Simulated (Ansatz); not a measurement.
```xyz
5

B     0.0000    0.0000    0.0195
H     0.0000    0.0000    1.2735
H     1.0658    0.0000   -0.5332
H    -1.0658    0.0000   -0.5332
Cl    0.0000    0.0000    3.1334
```

All numbers below come from Ansatz 0.2.0, UKS B3LYP/def2-SVP.

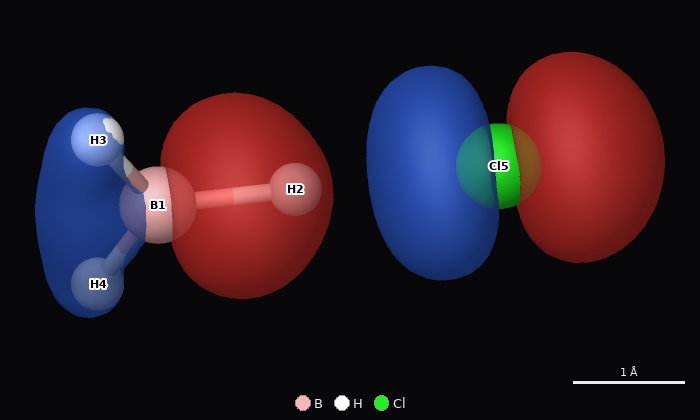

BH3···Cl (doublet). One frontier orbital at ±0.15 Å⁻³ᐟ² (red and blue are the two phases), seen at an oblique angle.

Q: Which orbital is it: HOMO (α) or LUMO (α)?

A: The HOMO (α), at −8.25 eV. Its weight (Hirshfeld) is mainly on Cl5 (about 60 %), B1 (about 25 %) and H2 (about 10 %); it is symmetric in the molecular plane (an in-plane orbital: σ, lone-pair or in-plane π type).
